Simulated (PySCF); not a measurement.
```xyz
6
charge 0, multiplicity 1
C     2.1384   -0.0402   -0.0443
N     0.9748   -0.0180   -0.0219
C    -0.4198    0.0081    0.0044
F    -0.8880    1.0932   -0.6083
F    -0.8732    0.0178    1.2558
F    -0.9290   -1.0589   -0.6072
```

Describe the molecule in this file.

Formula C₂F₃N. Its SMILES string is `[C-]#[N+]C(F)(F)F`. It has no ring. Among its groups: C–F bond. This geometry has C3v symmetry. Coordination: 1 N linear; 1 C tetrahedral.

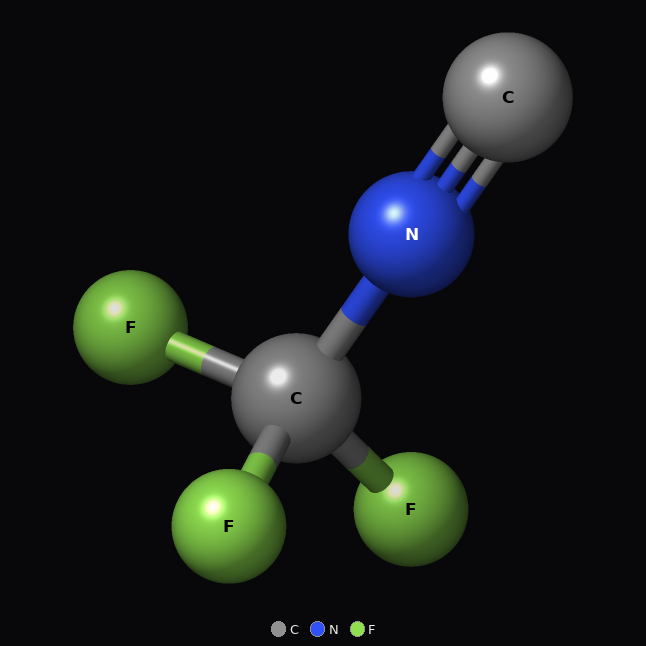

(Drawn from a calculation with PySCF.)
